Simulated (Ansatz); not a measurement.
Consider GaN in the zinc blende structure (space group F-43m, No. 216; a = 4.4981 Å). Axes: x, y, z lie along the cube axes.

Modification: tensile biaxial strain of 0.50 % in the plane normal to [001], as in epitaxy on a mismatched substrate; the out-of-plane cell vector and the atoms relax.

Calculations: PBEsol (Ansatz, a program for electronic structure; PAW; 420 eV plane waves; without spin-orbit coupling).

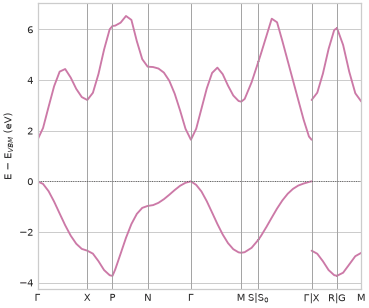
Fig. 1. Highest valence and lowest conduction band along the path of the changed cell's own zone

The gap is 1.64 eV, direct at Γ; the base has 1.70 eV.

Whether these cells are dynamically stable was not tested. This is not the structure that GaN has at room temperature and ambient pressure. Labels are those of the standard path for the cell's own space group.
